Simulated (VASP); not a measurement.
Band structure of KTaO3 (cubic perovskite). Computed with r2SCAN meta-GGA, VASP's PBE PAW potentials (set 64) (plane waves; VASP).

Unless said otherwise, spin-orbit coupling is left out, though it shifts the bands of the heavy elements here.

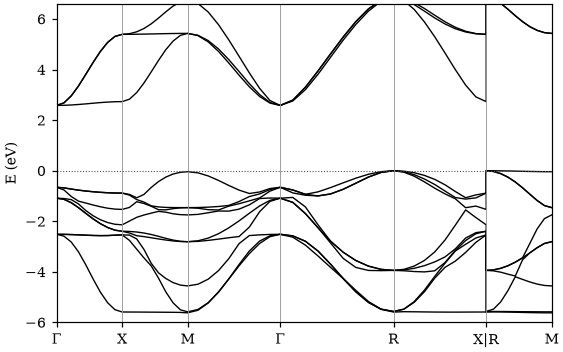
Figure. Bands along high-symmetry lines, zero at the valence-band maximum or, without a gap, the Fermi level

**Question.** Read the plot: is there a gap, and where are the band edges?

**Answer.** The gap is indirect, 2.58 eV, from the valence maximum at R to the conduction minimum at Γ.

Measured: gap 3.64 eV (computed value off by -1.06 eV), as given by Burak Himmetoglu et al., Journal of Physics Condensed Matter (2016), arXiv:1601.06205.

The compound is KTaO3 in the cubic perovskite structure. It was relaxed first.
